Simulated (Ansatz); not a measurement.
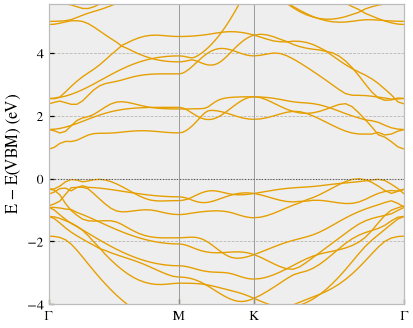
Figure. Band structure from DFT-LDA in the program Ansatz with PAW potentials

The gap is 0.94 eV; an edge lies off the plotted path or next to a special point (maximum off the standard path, minimum at Γ).

Question: Which of these materials gives this?
(A) ZrSe2, 1T layer
(B) PtS2, 1T layer
(C) PtSe2, 1T layer
(D) Bi2Te3, quintuple layer layer

Answer: D, Bi2Te3, quintuple layer layer

Space group P-3m1 (quintuple layer). A layer that has been made, often on a substrate. The cell was relaxed with LDA under the symmetry of its start; whether a distortion lowers the energy is not shown. Spin–orbit coupling is left out wherever it is not named.

Potentials: the later of the program's two PAW sets.
